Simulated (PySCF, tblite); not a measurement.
Dissociation curve of SMILES NB. The N1–B4 bond (N1 also carries H, H; B4 carries H, H) is varied alone, starting from the PBE0/def2-TZVP optimised geometry.

```
6

N      0.0000     0.0000     0.0000
H     -0.0001    -0.8413    -0.5512
H      0.0000     0.8413    -0.5513
B      0.0000     0.0000     1.3850
H      0.0000    -1.0469     1.9653
H      0.0000     1.0469     1.9654
```

Levels of theory: RHF/cc-pVDZ (PySCF); CASSCF(2,2)/cc-pVDZ (PySCF); GFN2-xTB, 300 K electronic temperature (tblite).

Energies are in kcal/mol, each relative to the lowest point of its own curve near equilibrium.

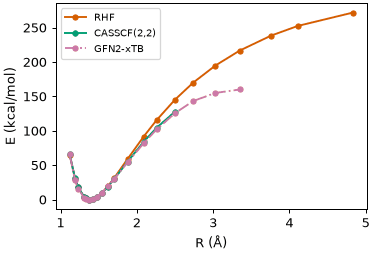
*Energy against bond length for each method.*

```
R / Å    RHF  CASSCF(2,2)  GFN2-xTB
-----  -----  -----------  --------
1.12    65.3         66.2      65.8
1.19    30.7         31.3      28.7
1.23    18.0         18.5      16.0
1.31     3.7          3.9       2.7
1.33     2.0          2.1       1.3
1.38     0.0          0.0       0.0
1.42     0.5          0.4       0.9
1.48     3.8          3.5       4.5
1.54     9.4          9.0      10.0
1.62    19.3         18.5      19.2
1.70    30.9         29.5      29.6
1.88    59.2         55.3      54.3
2.09    91.7         84.1      81.9
2.26   115.7        104.5     102.0
2.50   145.3        127.8     125.6
2.74   170.2            —     143.4
3.03   194.9            —     155.1
3.35   216.7            —     160.1
3.76   238.4            —         —
4.11   252.5            —         —
4.83   271.8            —         —
```

A dash means that the run gave no value there, or that the column was ended at a point which the program doubted or which failed a test of continuity chosen for this set; such a test can also cut sound points.

The restricted form behind RHF keeps the bonding electrons paired and can't separate into open-shell fragments.
